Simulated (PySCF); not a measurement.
**C₂H₇OPSi (triplet): density, localisation and related maps**

Input

```
{"job": {"kind": "epr", "basis": "pcH-1"}, "charge": 0, "multiplicity": 3}
C     -0.490342    -0.462865     0.551741
O     -1.430019     0.455517     0.529947
C     -2.506694     0.289170    -0.383686
P      0.778666    -0.733077    -0.698673
Si     2.544336     0.226782     0.371071
H     -2.124177     0.229719    -1.416496
H     -3.074188    -0.626074    -0.152423
H     -3.157145     1.166484    -0.278668
H      1.104065    -2.077158    -0.349709
H      3.803882    -0.071685    -0.380837
H      2.304985     1.700061     0.354723
H      2.680598    -0.246304     1.780403
```

Command:

```sh
OMP_NUM_THREADS=1 python cluster_run.py task.json out
```

Geometry: PBE0-D3(BJ)/def2-SVP.

Level of theory: UKS B3LYP, pcH-1 on C H O P Si, non-relativistic, mean-field spin-orbit, GIAO in PySCF.

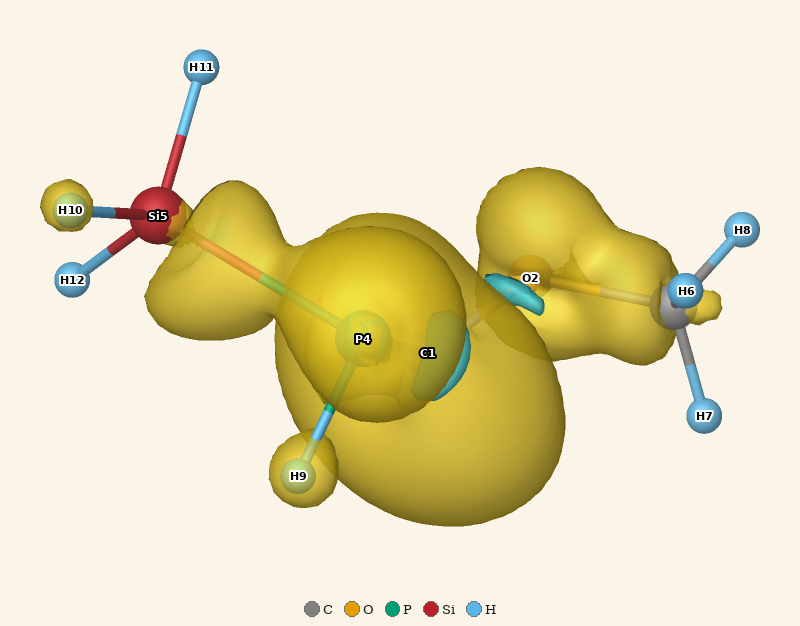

Figure 1. Isosurfaces of the spin density at +0.02 (yellow) and −0.02 e/Å³ (cyan), seen at a tilt.

Question: Which atoms carry the spin?

Answer: The unpaired spin (2 electrons) lies mostly on C1 (about 1.2), P4 (about 0.3), O2 (about 0.3) and Si5 (about 0.1), in electrons by Hirshfeld's partition.

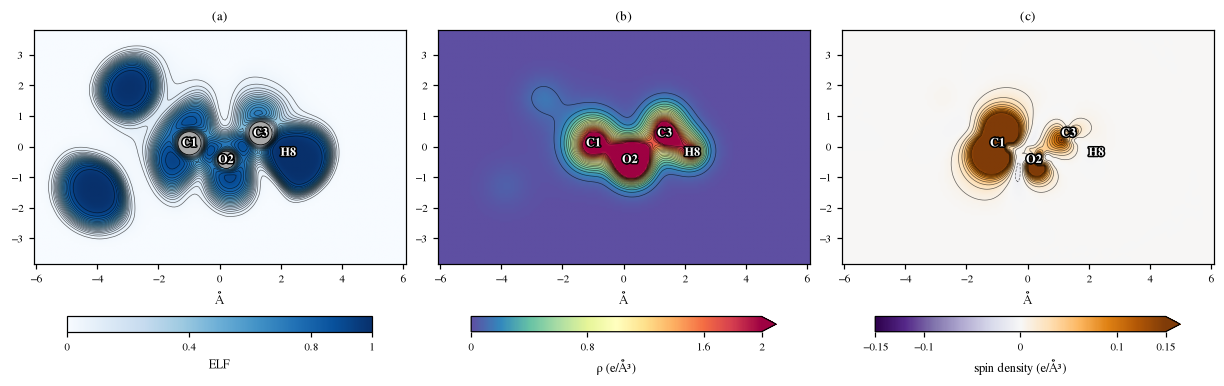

Figure 2. (a) electron localisation function; (b) total electron density; (c) spin density on the plane of atoms O2, C3 and H8. Grey discs cover the atomic cores in the ELF map.

Question: Interpret the plot.

Answer: Atoms in the plane: C, O and H.
C–O (1.31 Å): the density is about 2.4 e/Å³ at the midpoint, with its minimum of 2.1 e/Å³ about 0.5 Å from C; the ELF peaks at about 0.85 between the atoms; a shared but strongly polarised pair.
C–H (1.10 Å): the density is about 2.1 e/Å³ at the midpoint; the ELF climbs to about 1 towards the hydrogen, as it does in any bond to H (a covalent bond by its length).
C–O (1.42 Å): ρ is about 2 e/Å³ halfway, with its minimum of 1.7 e/Å³ about 0.5 Å from C; the ELF peaks at about 0.90 between the atoms: a polar covalent bond.
The ELF also peaks beside O2 and C1, away from the bonds: non-bonding electrons, paired or unpaired.

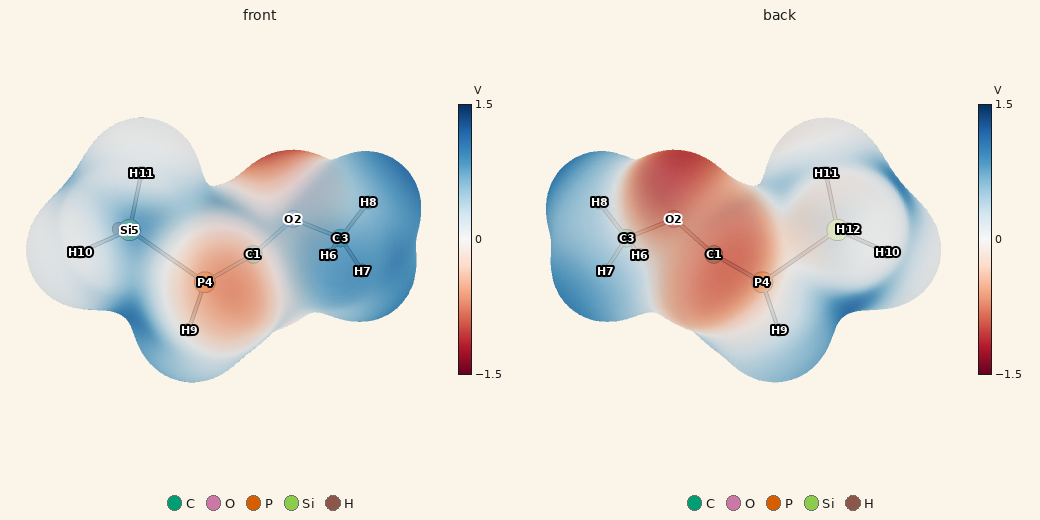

Figure 3. The molecular electrostatic potential painted on the density surface at 0.002 e/bohr³, seen from the front and from behind; the colour scale runs from red (negative) to blue (positive).

Question: Where is the surface potential most negative and most positive?

Answer: The most negative region (about −1.1 V) lies over O2, the most positive (about +1.1 V) over C3, P4, Si5 and H8. O2 is the likeliest acceptor of a hydrogen bond.
